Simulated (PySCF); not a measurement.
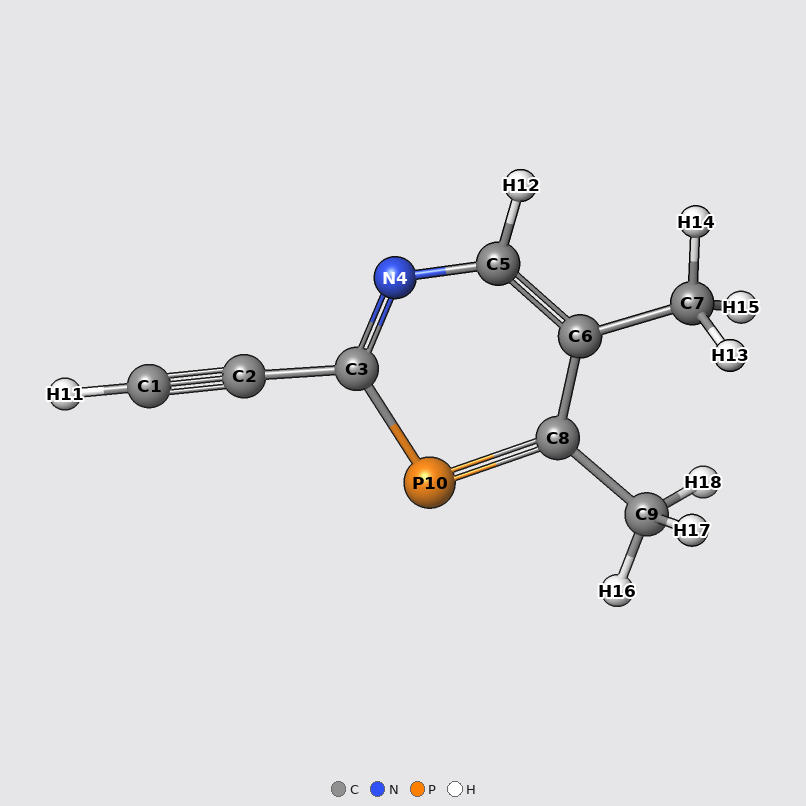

The geometry was computed by an optimisation with PBE0-D3(BJ)/def2-SVP. No frequency run is at hand to confirm it as a minimum. Method: TDDFT CAM-B3LYP/def2-SVPD, vertical, gas phase, core orbitals frozen in the response (PySCF 2.14.0), and the same with a continuum solvent (IEF-PCM, Bondi radii x 1.2, gas-phase geometry).

How do dipole (D), HOMO–LUMO gap (eV), lowest singlet (eV) change in chloroform (ε = 4.7)?

```json
{"medium": "gas phase", "dipole (D)": "3.17", "HOMO–LUMO gap (eV)": "7.07", "lowest singlet (eV)": "4.03"}
{"medium": "chloroform", "dipole (D)": "4.32", "HOMO–LUMO gap (eV)": "7.09", "lowest singlet (eV)": "4.12"}
```
